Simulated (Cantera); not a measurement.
A closed system holds: 1 mol Ti(OiPr)₄, 220 mol H₂, 1.4 mol N₂, equilibrated at 0.00133 bar.

Equilibrium computed with Cantera from the NASA thermochemical tables; the gas is ideal and each condensed phase is pure. Candidate condensed phases: C, C₆H₆, C₇H₈, C₈H₁₈, H₂O, Ti, TiC, TiN, TiO, TiO₂, Ti₂O₃, Ti₃O₅, Ti₄O₇; 139 gas species. The feed counts by its element totals alone. TiC: taken at fixed stoichiometry. The numbers say what is thermodynamically allowed, not how fast it happens.

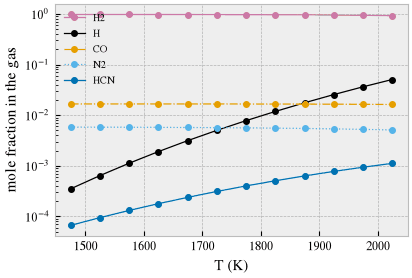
*Equilibrium gas composition (values under 1e-9 drawn at 1e-9)*

From 1475 K to 2025 K the condensed part is C(graphite) + TiC(s).
